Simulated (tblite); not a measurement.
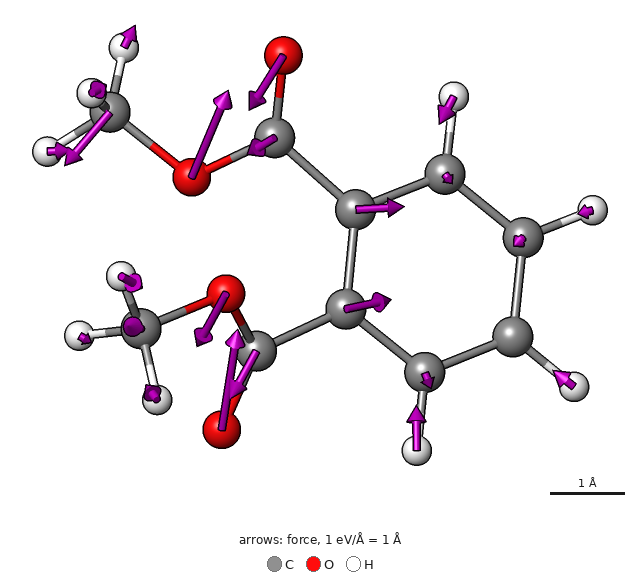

Starting geometry of C$_{10}$H$_{10}$O$_{4}$ with the computed forces as purple arrows. Style: ball-and-stick. Shown at a tilt.

Computed with GFN2-xTB geometry optimisation, gas phase (tblite 0.8.0). 

**What follows when this structure is relaxed?**

It isn't relaxed: the largest force vector, on an O atom, is 1.56 eV/Å. The final displacements have little in common with the starting forces (cosine between the two patterns 0.20). An H atom moves most after the best rigid fit: 0.17 Å. Largest moves by element: H 0.17 Å, C 0.15 Å, O 0.10 Å. Among the contacts that change: C–O 1.374 → 1.339 Å, C–H 1.099 → 1.080 Å, C–O 1.219 → 1.204 Å, C–C 1.474 → 1.489 Å. Among the angles between lasting bonds that change: H–C–H 111.8° → 108.8°, C–O–C 113.0° → 116.0°, O–C–O 126.6° → 123.8°. The energy falls by 16.0 kJ/mol in 67 geometry steps. The run took 0.44 s on 2 threads of AMD EPYC 9R45 96-Core Processor, with other jobs on the host.
